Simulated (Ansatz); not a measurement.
**H6Si2···H2: density, localisation and related maps**

The calculation's input:

```
crystal:
  periodic: [false, false, false]
  atoms:
    - {symbol: Si, position_ang: [-0.824416, -0.913772, -0.304408]}
    - {symbol: H, position_ang: [2.696103, -1.270948, 0.274787]}
    - {symbol: H, position_ang: [-2.254126, -1.182888, -0.616523]}
    - {symbol: H, position_ang: [0.003225, -1.334201, -1.466444]}
    - {symbol: H, position_ang: [-0.434999, -1.726118, 0.879051]}
    - {symbol: H, position_ang: [2.702658, -0.537047, 0.410451]}
    - {symbol: Si, position_ang: [-0.520821, 1.363437, 0.133540]}
    - {symbol: H, position_ang: [-0.914842, 2.171078, -1.052043]}
    - {symbol: H, position_ang: [-1.356745, 1.779856, 1.291566]}
    - {symbol: H, position_ang: [0.904062, 1.650505, 0.450123]}
basis:
  gaussian: {orbitals: def2-TZVPP}
hamiltonian: {xc: pbe0, dispersion: d4}
output: {orbitals: {seedname: orbitals}}
```

Command:

```sh
ansatz run in.yaml --threads 2 --pin off --events-out ev --progress --plain --max-ram 4352MiB
```

The product side of a reaction path; geometry: PBE0-D4/def2-TZVP.

These are results of RKS PBE0-D4/def2-TZVPP in Ansatz, not measurements.

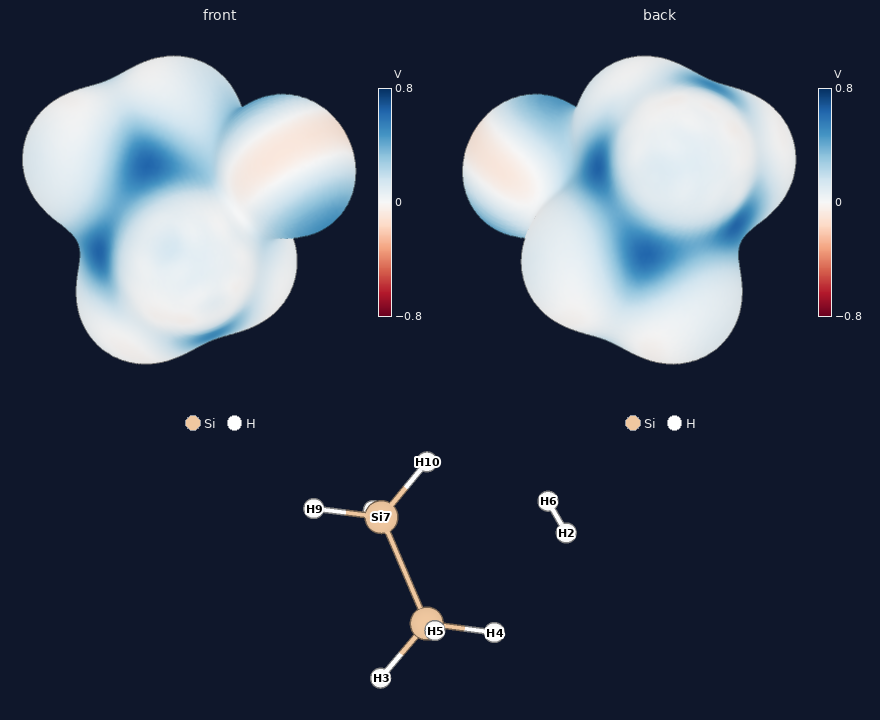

Figure 1. The molecular electrostatic potential painted on the density surface at 0.001 e/bohr³, seen from the front and from behind; the colour scale runs from red (negative) to blue (positive). The bare structure is drawn below in the same view.

Where is the surface potential most negative and most positive?

Answer. The most negative region (about −0.1 V) lies over H2 and H6, the most positive (about +0.6 V) over Si1 and Si7.

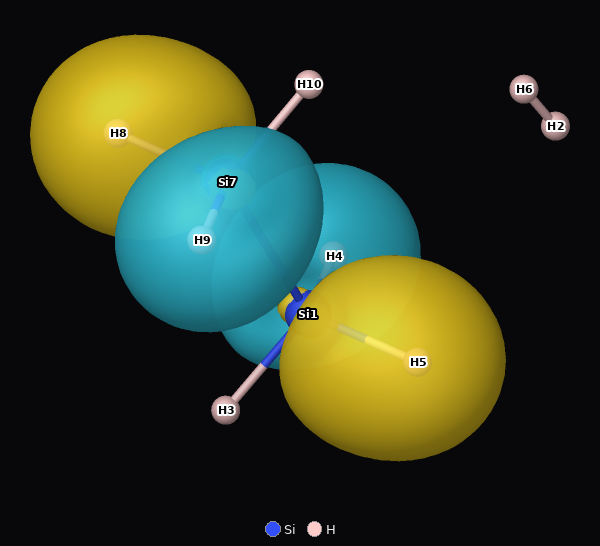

Figure 2. The HOMO−1 at ±0.08 Å⁻³ᐟ² (yellow and cyan are the two phases), seen at a tilt.

Where does this orbital lie, and at what energy?

Answer. It lies mainly on Si1 (about 20 %), Si7 (about 20 %), H5 (about 15 %), H4 (about 15 %), H8 (about 15 %) and H9 (about 15 %). Its energy is −9.56 eV.

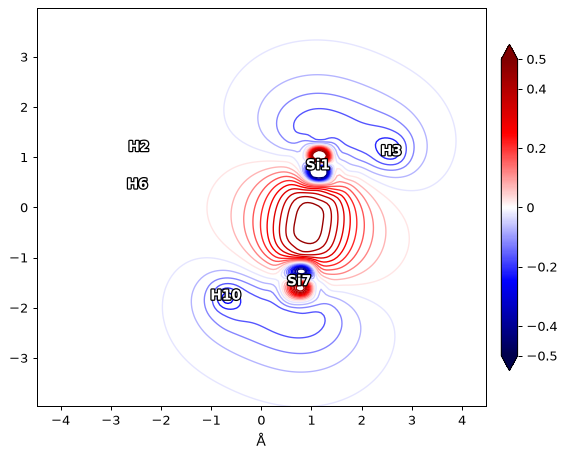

Figure 3. The HOMO on the plane of atoms Si1, Si7 and H10 (values in Å⁻³ᐟ²; the overall sign is arbitrary).

Describe this orbital and give its energy.

Answer. Its weight (Hirshfeld) is mainly on Si1 (about 40 %) and Si7 (about 35 %). Its energy is −8.38 eV.
